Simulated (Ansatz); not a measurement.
# Effect of Ca on a K site, symmetric start on KF

The parent structure is a 16-atom supercell of KF in the rock salt structure (space group Fm-3m, No. 225; a = 5.4208 Å) at its relaxed geometry.

Modification: a neutral Ca on a K site, symmetric start, atoms relaxed at fixed cell.

Computed with plane-wave PAW DFT at the PBE level (Ansatz, an electronic-structure program, 420 eV), no spin-orbit coupling. k-mesh 4×4×4 (Γ-centred); smearing 0.01 eV (Fermi–Dirac).

The pressure goes from zero to 1.2 GPa and the energy gained by relaxation comes out as 1.21 eV. The largest displacement of a host atom from its site in the perfect cell is 0.40 Å and the mean distance from the defect site to its nearest host atoms decreases by 0.40 Å (2.71 Å → 2.31 Å).

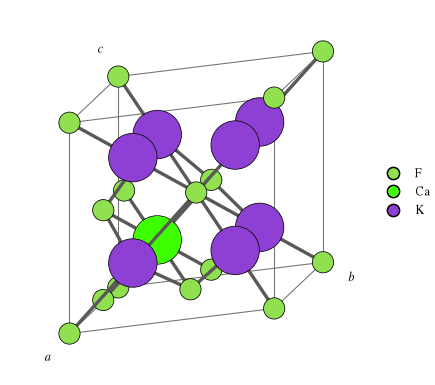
Fig. 1. The relaxed cell after the change

The magnetic state is the one reached from the starting moments; the real material's order can differ, and small cells can't hold many antiferromagnetic ones. In so small a cell the defect repeats every few ångströms: this is an ordered compound, not a dilute defect. A case with no gap was solved on a k-mesh chosen for an insulator, which is coarse for it. The defect started on the symmetric site and kept its symmetry, so it may sit on a saddle. Starting moments died away, wholly or in part, for Ca on a K site; another magnetic solution may exist. The defect cell is spin-polarised and ends with 0.2 μB, a fractional moment that hangs on the mesh and smearing.
